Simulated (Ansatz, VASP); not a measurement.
# BaTiO3: VASP beside Ansatz

One calculation is typed for both programs; each brings its own data sets. How far apart do they land? The cell is taken from a series of VASP runs on this material, whose earlier steps may have relaxed, scaled or displaced it; both programs get it as it stands. Other levels of theory on this material are compared in a session of their own. Valence electrons are named where the data sets of a main pair hold unlike numbers.

Program: Ansatz 0.2.0. Level of theory: plane waves, with VASP 6.6.1 beside it; dielectric response at PBE. Results are calculated unless marked as measured.

## 1. The structure

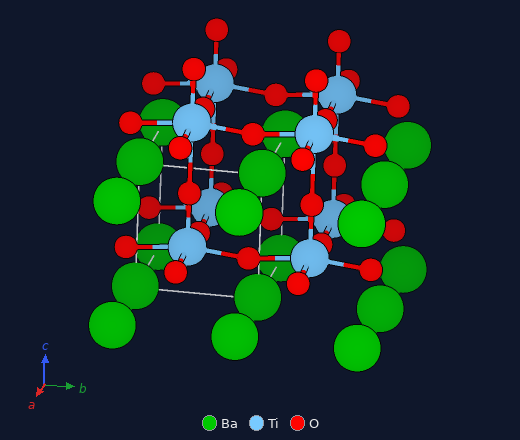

The starting structure, seen slightly off an axis (barium green, titanium blue, oxygen red). 2×2×2 cells are drawn. Some periodic images of atoms are drawn too.

Coordinates:

```cif
data_structure
_symmetry_space_group_name_H-M 'P4mm'
_symmetry_Int_Tables_number 99
_cell_length_a 3.9987
_cell_length_b 3.9987
_cell_length_c 4.2173
_cell_angle_alpha 90.000
_cell_angle_beta 90.000
_cell_angle_gamma 90.000
_cell_volume 67.43
loop_
_atom_site_label
_atom_site_type_symbol
_atom_site_symmetry_multiplicity
_atom_site_Wyckoff_symbol
_atom_site_fract_x
_atom_site_fract_y
_atom_site_fract_z
_atom_site_occupancy
Ba1 Ba 1 a 0.00000 0.00000 0.01297 1
Ti1 Ti 1 b 0.50000 0.50000 0.53197 1
O1 O 1 b 0.50000 0.50000 0.96276 1
O2 O 2 c 0.50000 0.00000 0.48465 1
```

## 2. VASP: dielectric response, PBE

The response to a field tests empty states and converges slowly with the mesh.

Lines of VASP's logs that name or quote its potential files are left out, and so is its time.

File INCAR:

```
SYSTEM = BaTiO3
PREC = Accurate
ENCUT = 520
EDIFF = 1E-08
NELM = 100
ISMEAR = 0
SIGMA = 0.01
LREAL = .FALSE.
ALGO = Normal
GGA = PE
NBANDS = 26
LASPH = .TRUE.
LORBIT = 11
LWAVE = .FALSE.
LCHARG = .FALSE.
KPAR = 4
LEPSILON = .TRUE.
```

File POSCAR:

```
BaTiO3
1.0
    3.9987178624      0.0000000000      0.0000000000
    0.0000000000      3.9987178624      0.0000000000
    0.0000000000      0.0000000000      4.2173231794
Ba Ti O
1 1 3
Direct
    0.0000000000      0.0000000000      0.0129689622
    0.5000000000      0.5000000000      0.5319687985
    0.5000000000      0.5000000000      0.9627634873
    0.5000000000      0.0000000000      0.4846493760
    0.0000000000      0.5000000000      0.4846493760
```

File KPOINTS:

```
Automatic mesh
0
Gamma
13 13 12
0 0 0
```

PAW data sets: Ba_sv, Ti_sv and O (PBE family, release 64).

The run is started by

```bash
$ mpirun -np 4 vasp_std
```

Numbers of over 12 decimals in the logs are rounded to 6 here.

The program printed:

```text
[banner, memory and clock lines left out]
running    4 mpi-ranks, on    1 nodes
 distrk:  each k-point on    1 cores,    4 groups
 distr:  one band on    1 cores,    1 groups

 POSCAR found type information on POSCAR BaTiO
 POSCAR found :  3 types and       5 ions
 LDA part: xc-table for (Slater+PW92), standard interpolation
 POSCAR, INCAR and KPOINTS ok, starting setup
 FFT: planning ... GRIDC
 FFT: planning ... GRID_SOFT
 FFT: planning ... GRID
 WAVECAR not read
 entering main loop
       N       E                     dE             d eps       ncg     rms          rms(c)
DAV:   1     0.447611210681E+03    0.44761E+03   -0.21095E+04 10192   0.166E+03
DAV:   2    -0.330684124904E+01   -0.45092E+03   -0.43583E+03 12276   0.451E+02
DAV:   3    -0.485218092410E+02   -0.45215E+02   -0.44769E+02 14110   0.141E+02
DAV:   4    -0.506865122657E+02   -0.21647E+01   -0.21616E+01 15430   0.271E+01
DAV:   5    -0.507573679006E+02   -0.70856E-01   -0.70842E-01 14112   0.362E+00    0.231E+01
DAV:   6    -0.402795818393E+02    0.10478E+02   -0.67249E+01 15876   0.722E+01    0.103E+01
DAV:   7    -0.402474763176E+02    0.32106E-01   -0.13268E+01 14058   0.271E+01    0.688E+00
DAV:   8    -0.400451690663E+02    0.20231E+00   -0.72929E-01 13462   0.788E+00    0.357E+00
DAV:   9    -0.400660020045E+02   -0.20833E-01   -0.40642E-01 15226   0.579E+00    0.151E+00
DAV:  10    -0.400487943415E+02    0.17208E-01   -0.13407E-01 14032   0.370E+00    0.563E-01
DAV:  11    -0.400453448959E+02    0.34494E-02   -0.12281E-02 14202   0.903E-01    0.276E-01
DAV:  12    -0.400446667052E+02    0.67819E-03   -0.49502E-03 11776   0.405E-01    0.462E-02
DAV:  13    -0.400446701376E+02   -0.34324E-05   -0.28526E-04 12124   0.131E-01    0.242E-02
DAV:  14    -0.400446671976E+02    0.29400E-05   -0.47812E-05 14628   0.580E-02    0.166E-02
DAV:  15    -0.400446666798E+02    0.51781E-06   -0.20465E-05 14724   0.459E-02    0.623E-03
DAV:  16    -0.400446665412E+02    0.13853E-06   -0.19021E-06 11510   0.115E-02    0.155E-03
DAV:  17    -0.400446665547E+02   -0.13479E-07   -0.89021E-08 16406   0.198E-03    0.891E-04
DAV:  18    -0.400446665426E+02    0.12138E-07   -0.69463E-08 12214   0.192E-03    0.267E-04
DAV:  19    -0.400446665419E+02    0.67212E-09   -0.35453E-09  6270   0.478E-04
   1 F= -.40044667E+02 E0= -.40044667E+02  d E =-.756115E-20
 Linear response reoptimize wavefunctions to high precision
DAV:   1    -0.400446665375E+02    0.44224E-08   -0.20018E-09  7046   0.350E-04
DAV:   2    -0.400446665375E+02   -0.13642E-10   -0.35702E-10  6210   0.135E-04
 Linear response G [H, r] |phi>, progress :
  Direction:   1
       N       E                     dE             d eps       ncg     rms
RMM:   1    -0.131388378741E+03   -0.13139E+03   -0.19902E+03 15169   0.687E+02
RMM:   2    -0.142940363155E+03   -0.11552E+02   -0.10164E+02 18700   0.566E+01
RMM:   3    -0.146418977903E+03   -0.34786E+01   -0.29389E+01 25372   0.183E+01
RMM:   4    -0.147017663101E+03   -0.59869E+00   -0.73295E+00 26318   0.837E+00
RMM:   5    -0.147246451268E+03   -0.22879E+00   -0.28033E+00 27197   0.457E+00
RMM:   6    -0.147347695183E+03   -0.10124E+00   -0.12807E+00 27146   0.273E+00
RMM:   7    -0.147392074888E+03   -0.44380E-01   -0.61648E-01 27399   0.175E+00
RMM:   8    -0.147409202520E+03   -0.17128E-01   -0.23339E-01 27330   0.114E+00
RMM:   9    -0.147421395450E+03   -0.12193E-01   -0.16594E-01 27163   0.786E-01
RMM:  10    -0.147430293197E+03   -0.88977E-02   -0.11965E-01 26821   0.558E-01
RMM:  11    -0.147434888875E+03   -0.45957E-02   -0.28597E-02 26548   0.393E-01
RMM:  12    -0.147439701762E+03   -0.48129E-02   -0.52452E-02 26334   0.280E-01
RMM:  13    -0.147440565450E+03   -0.86369E-03   -0.34429E-02 26249   0.200E-01
RMM:  14    -0.147441120669E+03   -0.55522E-03   -0.25950E-03 26085   0.146E-01
[...]
RMM:  21    -0.147442482394E+03   -0.42219E-04    0.17007E-03 24821   0.310E-02
RMM:  22    -0.147442502761E+03   -0.20367E-04    0.71631E-04 24633   0.273E-02
RMM:  23    -0.147442508743E+03   -0.59826E-05    0.90714E-04 24516   0.247E-02
RMM:  24    -0.147442543346E+03   -0.34603E-04    0.13921E-05 24394   0.227E-02
RMM:  25    -0.147442561945E+03   -0.18598E-04    0.16499E-04 24278   0.212E-02
RMM:  26    -0.147442565704E+03   -0.37598E-05    0.18804E-04 24229   0.201E-02
RMM:  27    -0.147442570769E+03   -0.50644E-05    0.37207E-05 24179   0.191E-02
RMM:  28    -0.147442577705E+03   -0.69362E-05   -0.81409E-05 24168   0.184E-02
[...]
change of polarisation eV/A/(eV/A) component  2 :    -0.320     2.421    -0.105
 dielectric tensor                  component  2 :    -0.860     7.495    -0.282
 Linear response to external field (no local field effect), progress :
  Direction:   3
       N       E                     dE             d eps       ncg     rms          rms(c)
RMM:   1    -0.827961996963E+00   -0.82796E+00   -0.28312E+00 18820   0.899E+00
RMM:   2    -0.881040365279E+00   -0.53078E-01   -0.13340E-01 20332   0.189E+00
RMM:   3    -0.889507256878E+00   -0.84669E-02   -0.62387E-02 24523   0.711E-01
RMM:   4    -0.890818638355E+00   -0.13114E-02   -0.15672E-02 25443   0.348E-01
RMM:   5    -0.891663966474E+00   -0.84533E-03   -0.85176E-03 25932   0.192E-01
RMM:   6    -0.891976858479E+00   -0.31289E-03   -0.32883E-03 25994   0.108E-01
[...]
RMM:   1    -0.898860754285E+00   -0.89886E+00   -0.32994E+00 54458   0.932E+00
RMM:   2    -0.984219763167E+00   -0.85359E-01   -0.15598E-01 57205   0.196E+00    0.133E+00
RMM:   3    -0.976584889811E+00    0.76349E-02   -0.84875E-02 59401   0.138E+00    0.750E-01
RMM:   4    -0.100810464290E+01   -0.31520E-01   -0.50875E-02 60514   0.119E+00    0.206E-01
RMM:   5    -0.102400709013E+01   -0.15902E-01   -0.20077E-02 69358   0.537E-01    0.446E-02
RMM:   6    -0.102600822396E+01   -0.20011E-02   -0.55953E-03 72601   0.247E-01    0.337E-02
RMM:   7    -0.102746528048E+01   -0.14571E-02   -0.28225E-03 70954   0.126E-01    0.202E-02
RMM:   8    -0.102823534348E+01   -0.77006E-03   -0.10415E-03 69098   0.783E-02    0.623E-03
RMM:   9    -0.102839210001E+01   -0.15676E-03   -0.68487E-04 71737   0.468E-02    0.299E-03
RMM:  10    -0.102839582561E+01   -0.37256E-05   -0.34005E-04 70838   0.297E-02    0.232E-03
RMM:  11    -0.102848357765E+01   -0.87752E-04   -0.24153E-04 70521   0.194E-02    0.140E-03
RMM:  12    -0.102860483433E+01   -0.12126E-03   -0.11931E-04 67926   0.137E-02    0.657E-04
RMM:  13    -0.102855597948E+01    0.48855E-04   -0.84831E-05 68644   0.926E-03    0.862E-04
RMM:  14    -0.102859770157E+01   -0.41722E-04   -0.38129E-05 66416   0.675E-03    0.293E-04
RMM:  15    -0.102860359147E+01   -0.58899E-05   -0.34284E-05 70402   0.475E-03    0.383E-04
RMM:  16    -0.102860878047E+01   -0.51890E-05   -0.16036E-05 70195   0.346E-03    0.438E-04
RMM:  17    -0.102861337481E+01   -0.45943E-05   -0.14433E-05 66725   0.265E-03    0.452E-04
RMM:  18    -0.102861705602E+01   -0.36812E-05   -0.98599E-06 65431   0.215E-03    0.436E-04
 change of polarisation eV/A/(eV/A) component  1 :     1.935    -0.015    -0.000
 dielectric tensor                  component  1 :     6.193    -0.041    -0.000
 Linear response to external field, progress :
  Direction:   2
       N       E                     dE             d eps       ncg     rms          rms(c)
RMM:   1    -0.898860619842E+00   -0.89886E+00   -0.32994E+00 54458   0.932E+00
RMM:   2    -0.984218982880E+00   -0.85358E-01   -0.15598E-01 57209   0.196E+00    0.133E+00
RMM:   3    -0.976584741839E+00    0.76342E-02   -0.84880E-02 59405   0.138E+00    0.750E-01
RMM:   4    -0.100810468693E+01   -0.31520E-01   -0.50881E-02 60510   0.119E+00    0.206E-01
RMM:   5    -0.102400354478E+01   -0.15899E-01   -0.20080E-02 69367   0.537E-01    0.446E-02
RMM:   6    -0.102600829159E+01   -0.20047E-02   -0.55962E-03 72584   0.247E-01    0.337E-02
RMM:   7    -0.102749577283E+01   -0.14875E-02   -0.28232E-03 70943   0.126E-01    0.193E-02
RMM:   8    -0.102825075783E+01   -0.75499E-03   -0.10373E-03 69204   0.775E-02    0.579E-03
RMM:   9    -0.102837812166E+01   -0.12736E-03   -0.78970E-04 71867   0.463E-02    0.297E-03
RMM:  10    -0.102841492491E+01   -0.36803E-04   -0.39548E-04 71756   0.291E-02    0.230E-03
RMM:  11    -0.102853194806E+01   -0.11702E-03   -0.28016E-04 70293   0.193E-02    0.102E-03
RMM:  12    -0.102855193180E+01   -0.19984E-04   -0.16403E-04 71904   0.130E-02    0.581E-04
RMM:  13    -0.102857814424E+01   -0.26212E-04   -0.12901E-04 69694   0.896E-03    0.374E-04
RMM:  14    -0.102860808926E+01   -0.29945E-04   -0.72294E-05 69820   0.639E-03    0.198E-04
[...]
RMM:  22    -0.102863701508E+01   -0.16581E-06   -0.31436E-06 53426   0.133E-03    0.852E-05
RMM:  23    -0.102863705256E+01   -0.37480E-07   -0.25065E-06 49289   0.127E-03    0.909E-05
RMM:  24    -0.102863616138E+01    0.89119E-06   -0.24036E-06 49397   0.123E-03    0.114E-04
RMM:  25    -0.102863625686E+01   -0.95481E-07   -0.19781E-06 47794   0.120E-03    0.113E-04
RMM:  26    -0.102863998463E+01   -0.37278E-05   -0.21069E-06 59132   0.121E-03    0.258E-05
RMM:  27    -0.102864237686E+01   -0.23922E-05   -0.20594E-06 57589   0.119E-03    0.304E-05
RMM:  28    -0.102864229791E+01    0.78956E-07   -0.18132E-06 46175   0.116E-03    0.254E-05
RMM:  29    -0.102864231434E+01   -0.16429E-07   -0.18034E-06 45712   0.115E-03    0.261E-05
 change of polarisation eV/A/(eV/A) component  2 :    -0.086     1.935    -0.000
 dielectric tensor                  component  2 :    -0.232     6.193    -0.000
 Linear response to external field, progress :
  Direction:   3
       N       E                     dE             d eps       ncg     rms          rms(c)
RMM:   1    -0.827961996963E+00   -0.82796E+00   -0.28312E+00 18820   0.899E+00
RMM:   2    -0.881040377700E+00   -0.53078E-01   -0.13340E-01 20332   0.189E+00    0.230E+00
RMM:   3    -0.816340065224E+00    0.64700E-01   -0.57619E-01 18229   0.420E+00    0.179E+00
RMM:   4    -0.788820592297E+00    0.27519E-01   -0.11613E-01 18714   0.208E+00    0.624E-01
RMM:   5    -0.800511540200E+00   -0.11691E-01   -0.28575E-02 20597   0.101E+00    0.357E-01
RMM:   6    -0.819603202199E+00   -0.19092E-01   -0.15358E-02 21561   0.620E-01    0.129E-01
RMM:   7    -0.826058452444E+00   -0.64553E-02   -0.65253E-03 23300   0.352E-01    0.683E-02
RMM:   8    -0.827978354068E+00   -0.19199E-02   -0.25414E-03 23742   0.196E-01    0.210E-02
RMM:   9    -0.829272428755E+00   -0.12941E-02   -0.11773E-03 24215   0.110E-01    0.654E-03
RMM:  10    -0.829518044001E+00   -0.24562E-03   -0.76367E-04 24943   0.604E-02    0.585E-03
RMM:  11    -0.829898801317E+00   -0.38076E-03   -0.58471E-04 23400   0.391E-02    0.200E-03
RMM:  12    -0.829877826424E+00    0.20975E-04   -0.37181E-04 24441   0.249E-02    0.273E-03
RMM:  13    -0.829977309893E+00   -0.99483E-04   -0.28574E-04 24682   0.171E-02    0.206E-03
RMM:  14    -0.830158474396E+00   -0.18116E-03   -0.20400E-04 22788   0.134E-02    0.211E-03
RMM:  15    -0.830081165172E+00    0.77309E-04   -0.14788E-04 22845   0.983E-03    0.113E-03
RMM:  16    -0.830100240309E+00   -0.19075E-04   -0.12662E-04 25723   0.668E-03    0.139E-03
RMM:  17    -0.830101775146E+00   -0.15348E-05   -0.93408E-05 24255   0.499E-03    0.198E-03
RMM:  18    -0.830155855731E+00   -0.54081E-04   -0.89547E-05 22107   0.463E-03    0.108E-03
RMM:  19    -0.830176899830E+00   -0.21044E-04   -0.71090E-05 24270   0.343E-03    0.883E-04
RMM:  20    -0.830188403683E+00   -0.11504E-04   -0.55596E-05 24184   0.272E-03    0.833E-04
RMM:  21    -0.830204056390E+00   -0.15653E-04   -0.48335E-05 23047   0.239E-03    0.651E-04
RMM:  22    -0.830206214292E+00   -0.21579E-05   -0.29713E-05 22959   0.195E-03    0.758E-04
 change of polarisation eV/A/(eV/A) component  3 :    -0.220    -0.112     1.545
 dielectric tensor                  component  3 :    -0.590    -0.300     5.146
 Born effective charges drift removed
```

From OUTCAR (step 2):

```text
ion  position               nearest neighbor table
   1  0.000  0.000  0.013-   4 2.82   5 2.82   5 2.82   4 2.82   3 2.84   3 2.84   3 2.84   3 2.84
                             4 2.99   5 2.99   4 2.99   5 2.99   2 3.48   2 3.48   2 3.48   2 3.48
   2  0.500  0.500  0.532-   3 1.82   4 2.01   5 2.01   4 2.01   5 2.01   3 2.40   1 3.48   1 3.48
                             1 3.48   1 3.48   1 3.58   1 3.58   1 3.58   1 3.58
   3  0.500  0.500  0.963-   2 1.82   2 2.40   1 2.84   1 2.84   1 2.84   1 2.84
   4  0.500  0.000  0.485-   2 2.01   2 2.01   1 2.82   1 2.82   1 2.99   1 2.99
   5  0.000  0.500  0.485-   2 2.01   2 2.01   1 2.82   1 2.82   1 2.99   1 2.99

  LATTYP: Found a simple tetragonal cell.
 ALAT       =     3.9987178624
 C/A-ratio  =     1.0546688525

 Subroutine GETGRP returns: Found  8 space group operations
 (whereof  8 operations were pure point group operations)

The static configuration has the point symmetry C_4v.

 Found    196 irreducible k-points:

   k-points           NKPTS =    196   k-points in BZ     NKDIM =    196   number of bands    NBANDS=     26

   dimension x,y,z NGX =    30 NGY =   30 NGZ =   32
   dimension x,y,z NGXF=    60 NGYF=   60 NGZF=   64

   ENCUT  =  520.0 eV  38.22 Ry    6.18 a.u.   7.43  7.43  7.84*2*pi/ulx,y,z

   NELECT =      40.0000    total number of electrons

 k-points in reciprocal lattice and weights: Automatic mesh
   0.00000000  0.00000000  0.00000000       0.000
   0.07692308  0.00000000  0.00000000       0.002
   0.15384615  0.00000000  0.00000000       0.002
   0.23076923  0.00000000  0.00000000       0.002
   0.30769231  0.00000000  0.00000000       0.002
   0.38461538  0.00000000  0.00000000       0.002
   0.46153846  0.00000000  0.00000000       0.002
   0.07692308  0.07692308  0.00000000       0.002
   0.15384615  0.07692308  0.00000000       0.004
[...]
0.46153846  0.38461538  0.50000000       0.004
   0.46153846  0.46153846  0.50000000       0.002

 average (electrostatic) potential at core
       1 -33.4894       2 -77.1739       3 -70.2951       4 -69.9492       5 -69.9492

  Total       -0.0161104     -0.0161104      0.0279704      0.0000000      0.0000000      0.0000000
  in kB       -0.3827713     -0.3827713      0.6645548      0.0000000      0.0000000      0.0000000
  external PRESSURE =      -0.0336626 kB  Pullay stress =       0.0000000 kB

  energy-cutoff  :      520.00
  volume of cell :       67.43
      direct lattice vectors                 reciprocal lattice vectors
     3.998717862  0.000000000  0.000000000     0.250080159  0.000000000  0.000000000
     0.000000000  3.998717862  0.000000000     0.000000000  0.250080159  0.000000000
     0.000000000  0.000000000  4.217323179     0.000000000  0.000000000  0.237117232

 POSITION                                       TOTAL-FORCE (eV/Angst)
 -----------------------------------------------------------------------------------
      0.00000      0.00000      0.05469        -0.000000     -0.000000      0.005143
      1.99936      1.99936      2.24348        -0.000000      0.000000      0.003702
      1.99936      1.99936      4.06028        -0.000000     -0.000000     -0.006939
      1.99936      0.00000      2.04392        -0.000000     -0.000000     -0.000953
      0.00000      1.99936      2.04392         0.000000     -0.000000     -0.000953
 -----------------------------------------------------------------------------------
    total drift:                                0.000000      0.000000      0.000401

 MACROSCOPIC STATIC DIELECTRIC TENSOR (including local field effects in DFT)
 ------------------------------------------------------
           6.192843     0.000000     0.000000
          -0.000000     6.192843     0.000000
           0.000000     0.000000     5.145801
 ------------------------------------------------------

 PIEZOELECTRIC TENSOR (including local field effects)  for field in x, y, z        (C/m^2)
          XX          YY          ZZ          XY          YZ          ZX
  --------------------------------------------------------------------------------
  x    -0.00000     0.00000     0.00000     0.00000     0.00000     0.15133
  y    -0.00000    -0.00000     0.00000     0.00000     0.15133     0.00000
  z     0.20838     0.20838     0.12495     0.00000     0.00000     0.00000

 BORN EFFECTIVE CHARGES (including local field effects) (in |e|, cummulative output)
 ---------------------------------------------------------------------------------
 ion    1
    1     2.68822     0.00000     0.00000
    2     0.00000     2.68822    -0.00000
    3     0.00000     0.00000     2.89299
 ion    2
    1     6.87754     0.00000     0.00000
    2     0.00000     6.87754     0.00000
    3     0.00000     0.00000     4.83790
 ion    3
    1    -1.90518     0.00000     0.00000
    2     0.00000    -1.90518     0.00000
    3     0.00000     0.00000    -4.04033
 ion    4
    1    -2.09545     0.00000     0.00000
    2     0.00000    -5.56513    -0.00000
    3     0.00000     0.00000    -1.84528
 ion    5
    1    -5.56513     0.00000     0.00000
    2     0.00000    -2.09545     0.00000
    3     0.00000     0.00000    -1.84528
```

Energies printed during the response cycles are not total energies of the cell.

[end of part 1 of 2]

[Lines on the potential files, build, host, timing and source positions are cut from VASP's logs without a mark.]

[Logs are printed without paths, hosts, clocks, repeated set-up lines and the standing remarks that a program may print on its own settings, such as how far it seeks lower states.]

[Hosts, paths, dates, database ids (printed as entryN), source tags and the programs' standing remarks are cut or masked in the printed files.]
